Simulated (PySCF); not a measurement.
# SiS (SMILES [Si-]#[S+]) at 6 levels

Aim: a comparison of 6 runs (B2PLYP/STO-3G, B3LYP/STO-3G, SVWN5/STO-3G, r2SCAN/STO-3G, UMP2/STO-3G, FCI/STO-3G) of SiS. 

The calculation is run with PySCF 2.14.0.

20 further runs of the same task are left out: 7 that didn't finish, 13 set aside as unsound or not needed.

**1. The system as given**

The species is SiS (2 atoms), meant as a singlet with charge 0. As SMILES, `[Si-]#[S+]`. The Si1–S2 distance was set to 2.315 Å, away from the relaxed value.

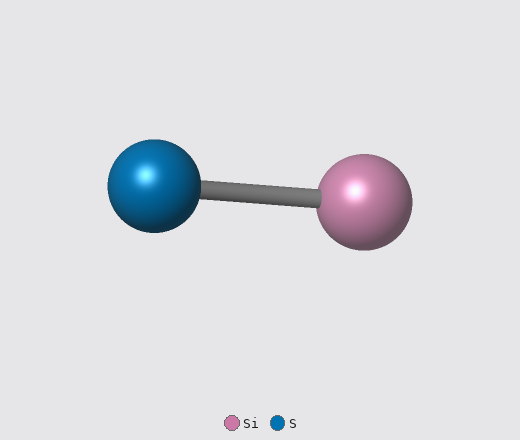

Viewed from a chosen angle; silicon pink, sulfur blue.

**2. A single-point energy at B2PLYP/STO-3G (run 1)**

Contents of input.xyz:

```xyz
2
SSi
Si     0.000000     0.000000    -0.385879
S      0.000000     0.000000     1.929321
```

Contents of run.py:

```python
from pyscf import gto, dft, mp

system = gto.M(
    atom='input.xyz',
    basis='sto-3g',
    spin=0,
    verbose=4,
    max_memory=1860,
)

mf = dft.RKS(system)
mf.xc = '0.53*HF + 0.47*B88, 0.73*LYP'
mf.grids.level = 5
mf.conv_tol = 1e-10
mf.kernel()
if not mf.converged:
    mf = mf.newton().run(mf.mo_coeff, mf.mo_occ)

pt = mp.MP2(mf, frozen=10).run()
etot = mf.e_tot + 0.27 * pt.e_corr
print('PT2 part  %.8f' % (0.27 * pt.e_corr))
print(f'total energy: {etot:.8f} hartree')
```

On the command line:

```bash
$ OMP_NUM_THREADS=1 python run.py
```

Standard output:

```text
PySCF version 2.14.0

[... 76 lines left out ...]
converged SCF energy = -679.475269871932
[... 1 line left out ...]
******** <class 'pyscf.mp.mp2.RMP2'> ********
nocc = 5, nmo = 8
frozen orbitals 10
E(RMP2) = -679.708467695592  E_corr = -0.233197823659729
E(SCS-RMP2) = -679.698271075777  E_corr = -0.223001203844662
E_corr(same-spin) = -0.0655802129388601
E_corr(oppo-spin) = -0.167617610720869
PT2 part  -0.06296341
total energy: -679.53823328 hartree
```

Run time: 1.8 s. Hardware: 1 thread of Arm Neoverse V2, shared host; peak memory 0.17 GiB.

**3. The energy at B3LYP/STO-3G (run 2)**

Contents of input.py:

```python
from pyscf import gto, dft

mol = gto.M(
    atom='''
Si     0.000000     0.000000    -0.385879
S      0.000000     0.000000     1.929321
''',
    basis='sto-3g',
    max_memory=1860,
    verbose=3,
)

mf = dft.RKS(mol, xc='b3lyp')
mf.conv_tol = 1e-10
mf.grids.level = 5
mf.kernel()
if not mf.converged:
    mf = mf.newton().run(mf.mo_coeff, mf.mo_occ)

e_final = mf.e_tot
print('E(%s) = %.9f' % ('B3LYP', e_final))
```

On the command line:

```bash
$ OMP_NUM_THREADS=1 python input.py
```

Standard output:

```text
converged SCF energy = -679.814335516174
E(B3LYP) = -679.814335516
```

Wall time 2 s (1 thread of Arm Neoverse V2, shared host); peak memory 0.17 GiB.

Runs 3 to 4 aren't shown in full; the table further down has their settings and results.

**4. A single-point energy at UMP2/STO-3G (run 5)**

Contents of calc.py:

```python
from pyscf import gto, mp

mol = gto.M(
    atom='''
Si       0.000000       0.000000      -0.385879
S        0.000000       0.000000       1.929321
''',
    basis='sto-3g',
    verbose=4,
    max_memory=1860,
    charge=0,
)

calc0 = mol.UHF()
calc0.conv_tol = 1e-10
calc0.kernel()
if not calc0.converged:
    calc0 = calc0.newton().run(calc0.mo_coeff, calc0.mo_occ)
for _ in range(3):
    mo, _, stable, _ = calc0.stability(return_status=True)
    if stable:
        break
    calc0.kernel(calc0.make_rdm1(mo, calc0.mo_occ))

pt = mp.MP2(calc0, frozen=10).run()
e_final = pt.e_tot
print(f'total energy: {e_final:.8f} hartree')
```

On the command line:

```bash
$ OMP_NUM_THREADS=1 python calc.py
```

Standard output:

```text
PySCF version 2.14.0

[... 94 lines left out ...]
converged SCF energy = -678.635556982661  <S^2> = 2.4502711e-10  2S+1 = 1
[... 84 lines left out ...]
converged SCF energy = -678.662314853438  <S^2> = 1.2804279  2S+1 = 2.4742093
[... 68 lines left out ...]
converged SCF energy = -678.687670522381  <S^2> = 0.93113416  2S+1 = 2.1735999
[... 3 lines left out ...]
******** <class 'pyscf.mp.ump2.UMP2'> ********
nocc = (np.int64(5), np.int64(5)), nmo = (8, 8)
frozen orbitals 10
E(UMP2) = -678.722496925948  E_corr = -0.0348264035661971
E(SCS-UMP2) = -678.723843219957  E_corr = -0.0361726975756776
E_corr(same-spin) = -0.00648344619664493
E_corr(oppo-spin) = -0.0283429573695522
total energy: -678.72249693 hartree
```

Run time: 0.74 s. Hardware: 1 thread of Arm Neoverse V2, shared host; peak memory 0.12 GiB.

**5. A single-point energy at FCI/STO-3G (run 6)**

Contents of input.py:

```python
from pyscf import gto, mcscf

mol = gto.M(
    atom=[
    ('Si', (0.000000, 0.000000, -0.385879)),
    ('S', (0.000000, 0.000000, 1.929321)),
],
    basis='sto-3g',
    max_memory=1860,
    spin=0,
    verbose=4,
    charge=0,
)

calc0 = mol.RHF()
calc0.conv_tol = 1e-10
calc0.kernel()
if not calc0.converged:
    calc0 = calc0.newton().run(calc0.mo_coeff, calc0.mo_occ)

cas = mcscf.CASCI(calc0, calc0.mo_coeff.shape[-1] - 10, (mol.nelec[0] - 10, mol.nelec[1] - 10))  # full CI above the frozen core
cas.fix_spin_(ss=0.0)
cas.kernel()
e_tot = cas.e_tot
print('Final energy', e_tot)
```

On the command line:

```bash
$ OMP_NUM_THREADS=1 python input.py
```

Standard output:

```text
PySCF version 2.14.0

[... 56 lines left out ...]
converged SCF energy = -678.635556982656
[... 1 line left out ...]
******** <class 'pyscf.mcscf.casci.CASCI'> ********
CAS (5e+5e, 8o), ncore = 10, nvir = 0
natorb = False
canonicalization = True
sorting_mo_energy = False
******** <class 'pyscf.fci.addons.SpinPenaltyFCISolver'> ********
max. cycles = 200
conv_tol = 1e-08
davidson only = True
linear dependence = 1e-12
level shift = 0.001
max iter space = 12
nroots = 1
pspace_size = 400
spin = None
Density matrix diagonal elements [1.99259021 1.96892201 1.89092647 1.82281711 1.82281711 0.19379618
 0.19379618 0.11433472]
CASCI converged
CASCI E = -678.782992121494  E(CI) = -18.8721554094644  S^2 = 0.0000000
Final energy -678.7829921214942
```

Run time: 0.72 s. Hardware: 1 thread of Arm Neoverse V2, shared host; peak memory 0.12 GiB.

**6. Overview of the runs**

| run | level | frozen core orbitals | integration grid | energy (Eh) | dipole moment (D) of the reference | HOMO energy (eV) | LUMO energy (eV) | wall time |
| --- | --- | --- | --- | --- | --- | --- | --- | --- |
| 1 | B2PLYP/STO-3G | 10 | 5 | -679.538233 | 2.69 | -3.00 | 3.04 | 1.8 s |
| 2 | B3LYP/STO-3G | – | 5 | -679.814336 | 2.11 | -2.25 | 1.58 | 2 s |
| 3 | SVWN5/STO-3G | – | 5 | -677.247182 | 1.72 | -1.64 | 0.90 | 1.2 s |
| 4 | r2SCAN/STO-3G | – | 5 | -679.782323 | 1.98 | -1.74 | 0.99 | 2.9 s |
| 5 | UMP2/STO-3G | 10 | – | -678.722497 | 1.75 | -5.04 | 5.91 | 0.74 s |
| 6 | FCI/STO-3G | 10 | – | -678.782992 | 3.63 | -4.16 | 5.28 | 0.72 s |

**7. Outcome**

| quantity | value |
| --- | --- |
| run 6: total energy | -678.78299 Eh |
| run 6: dipole moment (Hartree–Fock density) | 3.63 D |
| run 6: HOMO energy (Hartree–Fock orbitals) | -4.16 eV |
| run 6: LUMO energy (Hartree–Fock orbitals) | 5.28 eV |
| run 6: HOMO–LUMO gap (Hartree–Fock orbitals) | 9.44 eV |
| run 6: correlation energy (10 core orbitals frozen) | -147.4 mEh |

Against full CI in this basis: UMP2 +60.5 mEh. Over runs 1, 2, 3, 4 the dipole moment (its size) runs from 1.72 D (SVWN5/STO-3G) to 2.69 D (B2PLYP/STO-3G). A double hybrid's value is that of its SCF part. Over runs 1, 2, 3, 4 the HOMO–LUMO gap runs from 2.55 eV (SVWN5/STO-3G) to 6.04 eV (B2PLYP/STO-3G). Totals of different functionals can't be ranked against each other. In runs 1, 2, 3, 4, 5, 6 the basis is minimal, so the values are rough. Spin contamination of the reference: run 5 ⟨S²⟩ = 0.93. Where it is this large, the reference is a mixture of spin states, and values that rest on it are in doubt. All runs together took 9.4 s, the longest 2.9 s.
